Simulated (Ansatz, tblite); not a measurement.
# The cluster Ga₃H₇O₈: spin-state energies by level

Aim: set other spin states of the cluster Ga₃H₇O₈ against its singlet, on many levels of theory.

Computed with Ansatz 0.2.0, Gaussian basis. Level: as each input shows.

Levels to be run: triplet, at the geometry of the singlet (GFN1-xTB, GFN2-xTB, PBE0-D4/def2-SVP, PBE-D4/def2-SVP); the singlet's energies come from earlier runs.

4 further runs of the same task are left out: 3 that didn't finish, 1 set aside as unsound or not needed. Runs told in other sessions of the task aren't counted.

**1. The structure**

The geometry is that of the singlet, from an earlier relaxation (PBE-D4/def2-SVP).

18 atoms, charge 0, spin multiplicity 1.

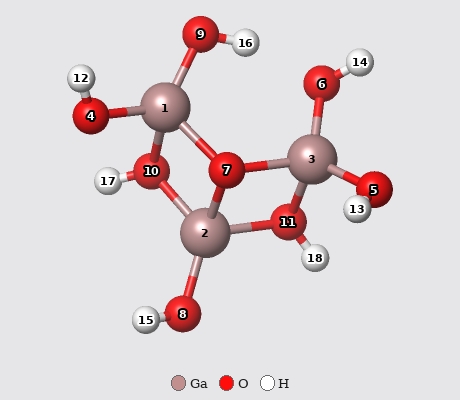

The structure; gallium pink, oxygen red, hydrogen white; atoms are numbered from 1 in the order of the file.

**2. Triplet at the fixed geometry, GFN1-xTB**

Tight binding, by tblite at 300 K electronic temperature and without a spin-polarisation term:

```python
tblite.interface.Calculator('GFN1-xTB', numbers, positions, charge=0, uhf=2).singlepoint()
```

Energy -1235.2823 eV; 0.026 s.

**3. Triplet at the fixed geometry, GFN2-xTB**

Tight binding, by tblite at 300 K electronic temperature and without a spin-polarisation term:

```python
tblite.interface.Calculator('GFN2-xTB', numbers, positions, charge=0, uhf=2).singlepoint()
```

Energy -1086.0922 eV; 0.031 s.

**4. Triplet at the fixed geometry, PBE0-D4/def2-SVP**

The input, in.yaml:

```yaml
crystal:
  periodic: [false, false, false]
  atoms:
    - {symbol: Ga, position_ang: [1.352703, -0.703892, -1.027326]}
    - {symbol: Ga, position_ang: [-0.057467, -0.633729, 1.498905]}
    - {symbol: Ga, position_ang: [-1.289351, 1.176568, -0.335039]}
    - {symbol: O, position_ang: [1.854433, -2.421204, -1.285641]}
    - {symbol: O, position_ang: [-3.082360, 1.311848, -0.511272]}
    - {symbol: O, position_ang: [-0.210079, 2.384268, -1.168939]}
    - {symbol: O, position_ang: [-0.478525, -0.553168, -0.357707]}
    - {symbol: O, position_ang: [-0.612770, -1.687463, 2.840219]}
    - {symbol: O, position_ang: [1.829857, 0.679994, -2.059165]}
    - {symbol: O, position_ang: [1.769896, -0.550061, 0.961466]}
    - {symbol: O, position_ang: [-0.756597, 1.143281, 1.607107]}
    - {symbol: H, position_ang: [2.072619, -2.581888, -2.221298]}
    - {symbol: H, position_ang: [-3.485897, 0.430925, -0.624939]}
    - {symbol: H, position_ang: [-0.717730, 2.972623, -1.757437]}
    - {symbol: H, position_ang: [-0.456334, -2.633311, 2.662252]}
    - {symbol: H, position_ang: [1.218251, 1.433726, -1.853558]}
    - {symbol: H, position_ang: [2.429588, -1.170870, 1.322566]}
    - {symbol: H, position_ang: [-1.380266, 1.402362, 2.309809]}
basis:
  gaussian: {orbitals: def2-SVP}
magnetization: {spin_polarized: true, initial_magnetization: 2}
hamiltonian: {xc: pbe0, dispersion: d4}
scf: {omitted_lower_state_checks: [starts]}
output: {orbitals: {seedname: orbitals}}
```

Run with:

```
> ansatz run in.yaml --threads 4 --pin off --events-out ev --progress --plain --max-ram 6963MiB
```

The program printed:

```text
Functional definition: PBE0
  name "PBE0"
  cite "Adamo & Barone, J. Chem. Phys. 110, 6158 (1999) doi:10.1063/1.478522"
  cite "Perdew, Burke & Ernzerhof, Phys. Rev. Lett. 77, 3865 (1996) doi:10.1103/PhysRevLett.77.3865"
  parent pbe
  parameter a = 0.25
  parameter kappa = 0.804
  parameter beta = 0.06672455060314922
  exchange = (1 - a)*pbe_x(kappa = kappa, mu = beta*pi^2/3) + a*exact_x
  correlation = pbe_c(beta = beta)
these checks for a lower state are left out or cut short: starts
2346 factors; integrals over basis functions are off by at most 1.1e-3 eV
mean field evaluation 1: about -173532.0703 eV, gradient 8.6e1 eV
mean field evaluation 2: about -173481.5654 eV, gradient 1.4e2 eV
mean field evaluation 4: about -173553.3346 eV, gradient 2.6e1 eV
mean field evaluation 8: about -173557.1364 eV, gradient 5.0e0 eV
mean field evaluation 16: about -173557.3531 eV, gradient 9.3e-1 eV
mean field evaluation 32: about -173557.5993 eV, gradient 1.1e-2 eV
mean field -173557.59935959 eV, -6378.1241348989 hartree, gradient 9.2e-6 eV, S^2 2.010790; 0 other end points of the search recorded, 0 dependent functions left out
reference -173557.59940769 eV, -6378.1241366665 hartree; 83, 81 occupied and 160, 162 virtual orbitals, 2346 factors
Total energy: -173558.17578107 eV, -6378.1453179975 hartree
Checks for a lower state left out: starts
```

Run time: 46 s. Hardware: 4 threads of Arm Neoverse V1, shared host; peak memory 1.8 GiB.

From the report: HOMO -2.69 eV, LUMO -7.01 eV (over both spins; with the spin held, an empty level of the minority spin lies below the top filled one); ⟨S²⟩ 2.011 (pure: 2.00).

**5. Triplet at the fixed geometry, PBE-D4/def2-SVP**

start.molden holds the orbitals of an earlier run on this state, given as this run's starting guess.

Edit in.yaml of step 4 so:

```diff
@@ -22,5 +22,5 @@
 basis:
-  gaussian: {orbitals: def2-SVP}
+  gaussian: {orbitals: def2-SVP, initial_orbitals: start.molden}
 magnetization: {spin_polarized: true, initial_magnetization: 2}
-hamiltonian: {xc: pbe0, dispersion: d4}
+hamiltonian: {xc: pbe, dispersion: d4}
 scf: {omitted_lower_state_checks: [starts]}
```

The command is unchanged.

The program printed:

```text
Functional definition: PBE
  name "PBE"
  cite "Perdew, Burke & Ernzerhof, Phys. Rev. Lett. 77, 3865 (1996) doi:10.1103/PhysRevLett.77.3865"
  parent pbe
  parameter kappa = 0.804
  parameter beta = 0.06672455060314922
  exchange = pbe_x(kappa = kappa, mu = beta*pi^2/3)
  correlation = pbe_c(beta = beta)
these checks for a lower state are left out or cut short: starts
2615 factors; their error is unknown
mean field evaluation 1: about -173554.9850 eV, gradient 8.6e0 eV
mean field evaluation 2: about -173555.4291 eV, gradient 6.7e0 eV
mean field evaluation 4: about -173555.7616 eV, gradient 1.7e0 eV
mean field evaluation 8: about -173555.6877 eV, gradient 2.1e-4 eV
mean field evaluation 16: about -173555.6877 eV, gradient 6.7e-3 eV
mean field -173555.68765488 eV, -6378.0538810466 hartree, gradient 3.9e-6 eV, S^2 2.002001; 0 other end points of the search recorded, 0 dependent functions left out
reference -173555.68771915 eV, -6378.0538834082 hartree; 83, 81 occupied and 160, 162 virtual orbitals, 2615 factors
Total energy: -173556.35061957 eV, -6378.0782445494 hartree
Checks for a lower state left out: starts
```

Run time: 20 s. Hardware: 4 threads of Arm Neoverse V1, shared host.

HOMO -2.16 eV, LUMO -6.96 eV (over both spins; with the spin held, an empty level of the minority spin lies below the top filled one); ⟨S²⟩ 2.002 (pure: 2.00).

**6. Triplet less singlet, vertical**

The singlet's energies are those of its earlier runs, whose logs aren't repeated here.

```csv
level,"triplet less singlet, vertical (kcal/mol)",time
GFN1-xTB,+141.9,0.043 s
GFN2-xTB,+95.4,0.045 s
PBE-D4/def2-SVP,+106.1,26 s
PBE0-D4/def2-SVP,+133.2,57 s
```

Times add the two runs; a level without a time comes out of a correlated run. Tight binding without a spin term can't rank spin states.

**7. Outcome**

| quantity | value |
| --- | --- |
| triplet less singlet, vertical, functionals in def2-SVP | +106.1 (PBE-D4) to +133.2 kcal/mol (PBE0-D4) |

What this shows: All functionals put the triplet above the singlet, over a spread of 27.0 kcal/mol. The checks for a lower triplet were left out, so another state of that spin may lie lower. These are electronic energies, without zero-point motion, entropy or surroundings.
